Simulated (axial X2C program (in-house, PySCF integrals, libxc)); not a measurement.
# VH: Ω levels from open-shell CI on d4 s0 p(π)0

Aim: the spin–orbit levels of VH that arise from the configuration d4 s0 p(π)0 of V, and how they move with the bond.

Program: an in-house X2C program for linear molecules on PySCF integrals. Level of theory: two-component X2C, average-of-configuration Hartree–Fock and CI in the open shells. These are calculated values, not measurements.

All values are calculated.

## Step 1: Input

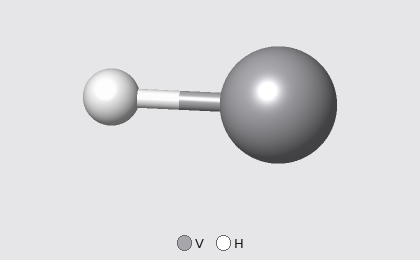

The atoms on one line, bond 1.773 Å (vanadium grey, hydrogen white).

Input file task.json:

```json
{"zs": [23, 1], "q": 0, "bas": ["dyall-v3z", "dyall-v3z"], "r0": 1.66, "metal": 0, "shells": [[2, [0, 1, 2], 4], [0, [0], 0], [1, [1], 0]], "fix": 0, "emax": 3.2, "nroots": 4}
```

Keys: zs atomic numbers; q charge; bas basis sets; r0 starting distance in Å; metal index of the metal atom; shells open shells as [l, |m| values, electrons]; fix electron count of the first shell held; emax energy window in eV; nroots roots for each Ω.

Started as:

```console
$ python soci.py task.json out
```

Two-component X2C with atomic mean-field Coulomb and Gaunt terms, basis V dyall-v3z, H dyall-v3z (cores contracted in-house). Orbitals come from Hartree–Fock averaged over the configuration V d4 s0 p(π)0; CI then distributes these electrons over the d, s, p(π) shells of V.

## Step 2: CI at R = 1.773 Å

What does the calculation give? Wanted: lowest level of the model; next level; lowest curve, Re and ωe.

As calculated:

```
                 quantity                      value
lowest level of the model  Ω = 0, g∥ = 0.00, 100% d4
               next level       Ω = 0, 0 cm⁻¹ higher
  lowest curve, Re and ωe       1.737 Å, 1692.2 cm⁻¹
```

What this shows: From 1.773 to 1.844 Å the gap from the lowest to the fifth level goes from 212 to 211 cm⁻¹. Without dynamic correlation distances can be off by several hundredths of an Å, and the wavenumbers are rough. There is no dynamic correlation: spin–orbit spacings and, for f shells, spacings inside one term are the most reliable numbers, splittings between terms come out too wide, and energies between configurations are not reliable, so the lowest level need not be the ground state of the molecule. For d shells the ligand-field splittings (σ, π, δ) and their order can be off by a thousand cm⁻¹ or more. At most 4 roots were kept for each Ω > 0 (twice that for Ω = 0) within 3.2 eV of the lowest, so higher up levels can be missing between those listed; levels with Ω > 0 are doubly degenerate and listed once, Ω = 0 levels singly. Some active spinors are only partly of the character that their shell is named for, so the shell names and counts are nominal. States that fill the shells left empty in the average are placed too high.
